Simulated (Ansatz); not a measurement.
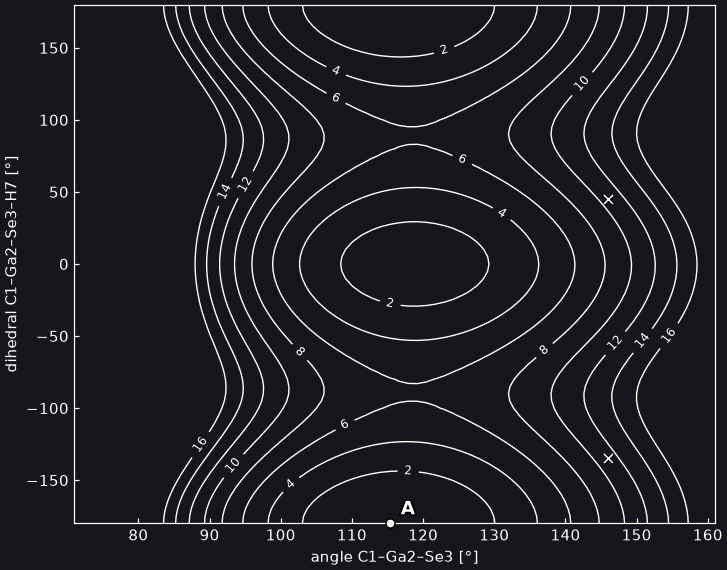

CH₄GaSe, SMILES [CH3][Ga][SeH], spin multiplicity 2. First axis: angle C1–Ga2–Se3. Second axis: dihedral C1–Ga2–Se3–H7. Nothing is relaxed (all other coordinates rigid). The grid has 7 × 8 points. At 2 points there is no value. Points are written as (first, second). Energies are in kcal/mol, from the relaxed molecule at the same level. All numbers below come from UHF/def2-TZVP (Ansatz 0.2.0).

Drawn: contour lines labelled in kcal/mol (none above 16), crosses at grid points without a value, the point A. Between grid points the surface is interpolated.

**What is the easiest way out of the well at A, and how high is the barrier?**

The easiest path leads from the well at (116°, −180°) to the well at (116°, 0°), about 0.81 kcal/mol higher. Its highest point lies about 6.1 kcal/mol above the bottom of the first well on the interpolated surface, at (116°, −90°). Seen from the upper well the barrier is about 5.3 kcal/mol. The start is the relaxed structure and all else is held, so a fully relaxed path at this level can only be lower.

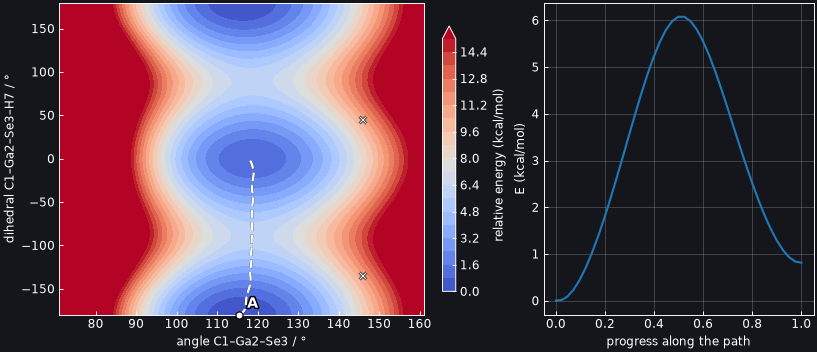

In the figure: filled contours, crosses at grid points without a value, a line along the lowest path, one colour for all values above the top of the scale, the energy along the path at the right. Between grid points the surface is interpolated.
